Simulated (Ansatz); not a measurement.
**B2H (doublet): one geometry, many settings at angle B2–B1–H3 = 72.7°**

What do other methods and options give for B2H (doublet) at this geometry, and how long do they take?

The runs use Ansatz 0.2.0, Gaussian basis; the settings change from run to run.

13 further runs of the same task are left out: 11 that didn't finish, 2 set aside as unsound or not needed.

**1. The system**

The geometry derives from a PBE0/def2-TZVP stationary point (not a proven minimum). One angle is set to the value named; bond lengths are kept.

3 atoms, charge 0, spin multiplicity 2.

Atoms are counted from 1 here; the program's logs count them from 0.

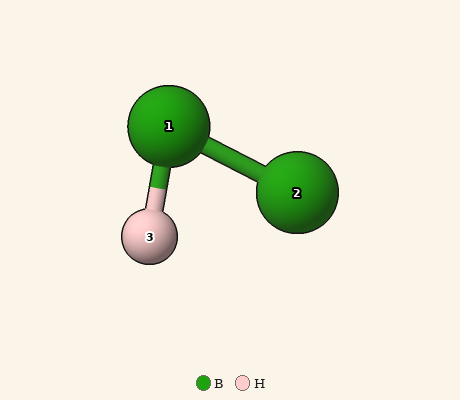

The geometry (boron green, hydrogen pink); atoms are numbered from 1 in the order of the file.

**2. CCSD/6-31G**

in.yaml reads:

```yaml
crystal:
  periodic: [false, false, false]
  atoms:
    - {symbol: B, position_ang: [-0.628131, 0.000000, 0.400084]}
    - {symbol: B, position_ang: [0.598278, 0.000000, -0.502452]}
    - {symbol: H, position_ang: [0.320196, 0.000000, 1.097975]}
basis:
  gaussian: {orbitals: 6-31G}
magnetization: {spin_polarized: false, initial_magnetization: 1}
hamiltonian: {xc: {name: PBE}}
correlation: {method: ccsd, electrons: valence}
```

Command:

```sh
ansatz run in.yaml --threads 1 --pin off --events-out ev --progress --plain --max-ram 2393MiB
```

Output, shortened:

```text
Functional definition: PBE
  name "PBE"
  cite "Perdew, Burke & Ernzerhof, Phys. Rev. Lett. 77, 3865 (1996) doi:10.1103/PhysRevLett.77.3865"
  parent pbe
[...]
284 factors; integrals over basis functions are off by at most 2.4e-4 eV
[...]
mean field -1358.61630082 eV, -49.9282281518 hartree, gradient 5.6e-6 eV, S^2 0.750000; 8 other end points of the search recorded, 0 dependent functions left out
unrestricted determinant -1352.23237428 eV, -49.6936231788 hartree, S^2 1.6852
2 core orbitals not correlated: weight in the atoms' cores, before any rotation towards them, 1.000 or more for the frozen orbitals, at most 0.000 for the correlated occupied ones
reference -1350.08258825 eV, -49.6146199995 hartree; 4, 3 occupied and 14, 15 virtual orbitals, 284 factors
second order -4.15958126 eV of doubles, -0.26493503 eV of singles
cycle   1  -4.23958191 eV  change   -1.4e-1 eV  update   1.1e-1
[...]
cycle  21  -4.80631304 eV  change   -6.3e-6 eV  update   2.9e-6
WARN: the results are in doubt because among natural orbitals full CI differs from the method by -0.195 eV
Total energy: -1354.88890130 eV, -49.7912487460 hartree
In doubt: among natural orbitals full CI differs from the method by -0.195 eV
```

Wall time 4.3 s (1 thread of Intel Xeon at 2.50GHz, shared host).

From the report: correlation -4.8063 eV; T1 0.025; largest double amplitude 0.34. The orbitals are Kohn-Sham ones, so correlation energy and T1 don't compare with those on Hartree-Fock orbitals. Mind the lines of doubt at the end of the log.

**3. CCSDT(Q)/6-31G***

in.yaml reads:

```yaml
crystal:
  periodic: [false, false, false]
  atoms:
    - {symbol: B, position_ang: [-0.628131, 0.000000, 0.400084]}
    - {symbol: B, position_ang: [0.598278, 0.000000, -0.502452]}
    - {symbol: H, position_ang: [0.320196, 0.000000, 1.097975]}
basis:
  gaussian: {orbitals: "6-31G*"}
magnetization: {spin_polarized: true, initial_magnetization: 1}
hamiltonian: {xc: {name: B3LYP}}
correlation: {method: ccsdt_q, electrons: outside_noble_gas}
scf: {lower_state_search: off}
```

The command is unchanged.

Output, shortened:

```text
Functional definition: B3LYP
  name "B3LYP"
  cite "Stephens, Devlin, Chabalowski & Frisch, J. Phys. Chem. 98, 11623 (1994) doi:10.1021/j100096a001"
  cite "Becke, Phys. Rev. A 38, 3098 (1988) doi:10.1103/PhysRevA.38.3098"
  cite "Lee, Yang & Parr, Phys. Rev. B 37, 785 (1988) doi:10.1103/PhysRevB.37.785"
  cite "Vosko, Wilk & Nusair, Can. J. Phys. 58, 1200 (1980) doi:10.1139/p80-159"
[...]
557 factors; integrals over basis functions are off by at most 2.0e-7 eV
[...]
mean field -1361.62642453 eV, -50.0388481580 hartree, gradient 2.4e-6 eV, S^2 1.415138; 0 other end points of the search recorded, 0 dependent functions left out
2 core orbitals not correlated: weight in the atoms' cores, before any rotation towards them, 1.000 or more for the frozen orbitals, at most 0.000 for the correlated occupied ones
reference -1352.29439893 eV, -49.6959025426 hartree; 4, 3 occupied and 26, 27 virtual orbitals, 557 factors
second order -3.38638456 eV of doubles, -0.24513390 eV of singles
cycle   1  -3.82988512 eV  change   -2.0e-1 eV  update   8.6e-2
[...]
cycle  32  -4.56857088 eV  change   -5.0e-7 eV  update   3.2e-7
perturbative correction -0.04704341 eV, -0.0017288135 hartree
Total energy: -1356.91001322 eV, -49.8655232393 hartree
Checks for a lower state left out: stability, starts, cluster_reference, orbital_swaps, neighbouring_geometries, increment
```

Run time: 20 s. Hardware: 1 thread of Intel Xeon at 2.50GHz, shared host.

From the report: ⟨S²⟩ of the determinant 1.415 (pure doublet: 0.75); correlation -4.6156 eV; T1 0.099; largest double amplitude 0.34. The determinant is far from a pure spin state, so its energy mixes those of several spin states (harmless only where they are near-degenerate, as at dissociation). The orbitals are Kohn-Sham ones, so correlation energy and T1 don't compare with those on Hartree-Fock orbitals.

**4. HF/6-31G**

in.yaml reads:

```yaml
crystal:
  periodic: [false, false, false]
  atoms:
    - {symbol: B, position_ang: [-0.628131, 0.000000, 0.400084]}
    - {symbol: B, position_ang: [0.598278, 0.000000, -0.502452]}
    - {symbol: H, position_ang: [0.320196, 0.000000, 1.097975]}
basis:
  gaussian: {orbitals: 6-31G}
magnetization: {spin_polarized: true, initial_magnetization: 1}
hamiltonian: {xc: hf}
accuracy: high
output: {orbitals: {seedname: orbitals}}
```

Same command.

Output:

```text
Functional definition: HF
  name "HF"
  cite "Fock, Z. Phys. 61, 126 (1930) doi:10.1007/BF01340294"
  parent pbe
  exchange = exact_x
  correlation = 0
473 factors; integrals over basis functions are off by at most 2.6e-9 eV
mean field evaluation 1: about -1349.8483 eV, gradient 6.8e0 eV
mean field evaluation 2: about -1349.8527 eV, gradient 6.8e0 eV
mean field evaluation 4: about -1350.4398 eV, gradient 1.4e0 eV
mean field evaluation 8: about -1350.4982 eV, gradient 2.6e-1 eV
mean field evaluation 16: about -1352.2324 eV, gradient 2.0e-6 eV
mean field evaluation 32: about -1352.4177 eV, gradient 2.9e-3 eV
mean field evaluation 64: about -1350.4207 eV, gradient 8.0e-1 eV
mean field evaluation 96: about -1350.4340 eV, gradient 1.4e0 eV
mean field -1352.41765925 eV, -49.7004322759 hartree, gradient 7.4e-8 eV, S^2 1.704008; 7 other end points of the search recorded, 0 dependent functions left out
reference -1352.41765925 eV, -49.7004322759 hartree; 6, 5 occupied and 14, 15 virtual orbitals, 473 factors
Total energy: -1352.41765925 eV, -49.7004322759 hartree
```

Wall time 2.1 s (1 thread of Intel Xeon at 2.50GHz, shared host).

From the report: ⟨S²⟩ of the determinant 1.704 (pure doublet: 0.75). The determinant is far from a pure spin state, so its energy mixes those of several spin states (harmless only where they are near-degenerate, as at dissociation).

**5. CCSDT/cc-pVDZ**

in.yaml reads:

```yaml
crystal:
  periodic: [false, false, false]
  atoms:
    - {symbol: B, position_ang: [-0.628131, 0.000000, 0.400084]}
    - {symbol: B, position_ang: [0.598278, 0.000000, -0.502452]}
    - {symbol: H, position_ang: [0.320196, 0.000000, 1.097975]}
basis:
  gaussian: {orbitals: cc-pVDZ}
magnetization: {spin_polarized: false, initial_magnetization: 1}
hamiltonian: {xc: {name: PBE}}
correlation: {method: ccsdt, electrons: outside_noble_gas}
scf: {lower_state_search: full}
```

Same command.

Output, shortened:

```text
Functional definition: PBE
  name "PBE"
  cite "Perdew, Burke & Ernzerhof, Phys. Rev. Lett. 77, 3865 (1996) doi:10.1103/PhysRevLett.77.3865"
  parent pbe
[...]
608 factors; integrals over basis functions are off by at most 2.4e-7 eV
[...]
mean field -1359.15208157 eV, -49.9479177315 hartree, gradient 3.6e-6 eV, S^2 0.750000; 16 other end points of the search recorded, 0 dependent functions left out
[...]
unrestricted determinant -1353.05769227 eV, -49.7239530553 hartree, S^2 1.6819
2 core orbitals not correlated: weight in the atoms' cores, before any rotation towards them, 1.000 or more for the frozen orbitals, at most 0.000 for the correlated occupied ones
reference -1350.97894787 eV, -49.6475606077 hartree; 4, 3 occupied and 27, 28 virtual orbitals, 608 factors
second order -5.15961778 eV of doubles, -0.30240192 eV of singles
cycle   1  -5.29751465 eV  change    1.5e-2 eV  update   1.3e-1
[...]
cycle  28  -6.26611385 eV  change    2.9e-8 eV  update   5.6e-7
WARN: these amplitudes may be one of several solutions (largest doubles amplitude 0.34, level shift 0.48 eV)
Total energy: -1357.24506171 eV, -49.8778360442 hartree
```

It took 22 s on 1 thread of Intel Xeon at 2.50GHz, shared host.

From the report: correlation -6.2661 eV; T1 0.019; largest double amplitude 0.34. The orbitals are Kohn-Sham ones, so correlation energy and T1 don't compare with those on Hartree-Fock orbitals. The report flags that the cluster equations may have other roots.

**6. BCCD on ROHF/STO-3G**

in.yaml reads:

```yaml
crystal:
  periodic: [false, false, false]
  atoms:
    - {symbol: B, position_ang: [-0.628131, 0.000000, 0.400084]}
    - {symbol: B, position_ang: [0.598278, 0.000000, -0.502452]}
    - {symbol: H, position_ang: [0.320196, 0.000000, 1.097975]}
basis:
  gaussian: {orbitals: STO-3G}
magnetization: {spin_polarized: false, initial_magnetization: 1}
correlation: {method: bccd, electrons: all}
```

The command is unchanged.

Output, shortened:

```text
Functional definition: HF
  name "HF"
  cite "Fock, Z. Phys. 61, 126 (1930) doi:10.1007/BF01340294"
  parent pbe
[...]
141 factors; integrals over basis functions are off by at most 1.9e-4 eV
[...]
mean field -1332.14524801 eV, -48.9554349039 hartree, gradient 5.3e-8 eV, S^2 0.750000; 15 other end points of the search recorded, 0 dependent functions left out
[...]
determinant -1332.14524801 eV, -48.9554349039 hartree, with singles and doubles -1334.85094939 eV, -49.0548675958 hartree
determinant -1332.14519133 eV, -48.9554328208 hartree, with singles and doubles -1334.89564404 eV, -49.0565100936 hartree
determinant -1331.64244862 eV, -48.9369573673 hartree, with singles and doubles -1336.20956068 eV, -49.1047956395 hartree
determinant -1330.47236323 eV, -48.8939575222 hartree, with singles and doubles -1334.52254770 eV, -49.0427990561 hartree
determinant -1330.44488487 eV, -48.8929477110 hartree, with singles and doubles -1334.38764298 eV, -49.0378413989 hartree
determinant -1330.25838769 eV, -48.8860940661 hartree, with singles and doubles -1334.48738584 eV, -49.0415068815 hartree
determinant -1331.64244862 eV, -48.9369573673 hartree, with singles and doubles -1336.21163199 eV, -49.1048717590 hartree
unrestricted determinant -1334.09880587 eV, -49.0272268311 hartree, S^2 1.7074
reference -1331.64244862 eV, -48.9369573673 hartree; 6, 5 occupied and 5, 6 virtual orbitals, 141 factors
second order -3.36789181 eV of doubles, -0.00989334 eV of singles
cycle   1  -4.47632441 eV  change    9.3e-2 eV  update   7.2e-2
[...]
cycle  39  -4.63025133 eV  change    3.5e-6 eV  update   3.7e-6
WARN: the results are in doubt because among natural orbitals full CI differs from the method by -0.187 eV
Total energy: -1336.27269996 eV, -49.1071159652 hartree
In doubt: among natural orbitals full CI differs from the method by -0.187 eV
```

It took 8 s on 1 thread of Intel Xeon at 2.50GHz, shared host.

From the report: correlation -4.6303 eV; largest double amplitude 0.15. Mind the lines of doubt at the end of the log.

**7. CCSDT on ROHF/def2-mTZVP**

in.yaml, as its differences from that of step 6:

```diff
@@ -7,4 +7,5 @@
 basis:
-  gaussian: {orbitals: STO-3G}
+  gaussian: {orbitals: def2-mTZVP}
 magnetization: {spin_polarized: false, initial_magnetization: 1}
-correlation: {method: bccd, electrons: all}
+correlation: {method: ccsdt, electrons: outside_noble_gas}
+accuracy: high
```

Same command.

Output, shortened:

```text
Functional definition: HF
  name "HF"
  cite "Fock, Z. Phys. 61, 126 (1930) doi:10.1007/BF01340294"
  parent pbe
[...]
804 factors; integrals over basis functions are off by at most 3.3e-9 eV
[...]
mean field -1351.84301947 eV, -49.6793146533 hartree, gradient 1.4e-8 eV, S^2 0.750000; 14 other end points of the search recorded, 0 dependent functions left out
[...]
determinant -1351.84301947 eV, -49.6793146533 hartree, with singles and doubles -1356.08226916 eV, -49.8351042060 hartree
determinant -1351.45725573 eV, -49.6651380974 hartree, with singles and doubles -1356.82602191 eV, -49.8624366154 hartree
determinant -1350.27374815 eV, -49.6216449962 hartree, with singles and doubles -1355.24041853 eV, -49.8041667660 hartree
determinant -1350.25787997 eV, -49.6210618514 hartree, with singles and doubles -1355.08778776 eV, -49.7985576888 hartree
determinant -1350.12288792 eV, -49.6161009848 hartree, with singles and doubles -1355.21243363 eV, -49.8031383400 hartree
unrestricted determinant -1353.29544586 eV, -49.7326903387 hartree, S^2 1.6984
2 core orbitals not correlated: weight in the atoms' cores, before any rotation towards them, 1.000 or more for the frozen orbitals, at most 0.000 for the correlated occupied ones
reference -1351.45725573 eV, -49.6651380974 hartree; 4, 3 occupied and 35, 36 virtual orbitals, 804 factors
second order -4.46857097 eV of doubles, -0.03635326 eV of singles
cycle   1  -4.79521526 eV  change   -2.9e-1 eV  update   1.4e-1
[...]
cycle  46  -5.79718179 eV  change  -6.7e-11 eV  update  2.2e-10
Total energy: -1357.25443752 eV, -49.8781805988 hartree
```

Run time: 53 s. Hardware: 1 thread of Intel Xeon at 2.50GHz, shared host.

From the report: correlation -5.7972 eV; T1 0.052; largest double amplitude 0.34.

**8. All runs side by side**

Where basis and cores are those of an earlier FCI/6-31G run (-1355.3428 eV), and the state is the same kind, the miss against it is given. † marks a result that the program doubts.

```
                              level         correlated  functions  energy (eV)  from FCI (meV)   time
     CCSD/6-31G (on PBE orbitals) †            valence         20   -1354.8889           453.9  4.3 s
CCSDT(Q)/6-31G* (on B3LYP orbitals)  outside noble gas         32   -1356.9100                   20 s
                           HF/6-31G                            20   -1352.4177          2925.2  2.1 s
  CCSDT/cc-pVDZ (on PBE orbitals) †  outside noble gas         33   -1357.2451                   22 s
              BCCD on ROHF/STO-3G †                all         11   -1336.2727                    8 s
           CCSDT on ROHF/def2-mTZVP  outside noble gas         41   -1357.2544                   53 s
```

**9. Summary of results**

```
quantity                           value
    runs                               6
quickest                 HF/6-31G, 2.1 s
 slowest  CCSDT on ROHF/def2-mTZVP, 53 s
```

What this shows: Total energies in different bases, with other cores or another treatment of relativity can't be set against each other. CCSDT on ROHF/def2-mTZVP took 25 times as long as HF/6-31G; the jobs differ in more than the method. Hartree-Fock, CASSCF and CASCI lack dynamic correlation by design. Cores frozen from Kohn-Sham orbitals shift the total energy.
